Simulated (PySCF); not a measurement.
In(Me)3(OMe2), C5H15InO, singlet, GFN2-xTB optimised geometry. Atoms within 1.6 Å of the plane z = 1.5 Å (x, y, z in Å): In1 (-0.23, -0.01, 0.00), C2 (2.00, -0.01, 0.00), H4 (2.38, -0.18, 1.01), C6 (-1.33, -1.90, 0.47), H8 (-2.40, -1.75, 0.51), H9 (-1.00, -2.29, 1.44), C10 (-1.33, 1.95, 0.00), H12 (-1.32, 2.39, 1.00).

Method: PBE0/def2-SVP, def2 effective core potentials past Kr in PySCF. The core electrons that the potentials of In replace are not part of the density.

Map of the Laplacian of the electron density (e/bohr⁵), clipped to [-1.50, 1.50] on the plane z = 1.5 Å:

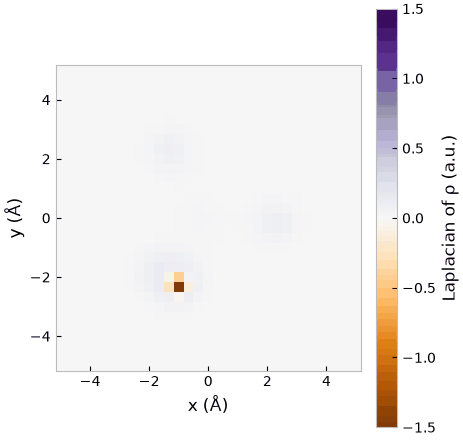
Laplacian of the electron density (e/bohr⁵), clipped to [-1.50, 1.50] on the plane z = 1.5 Å.
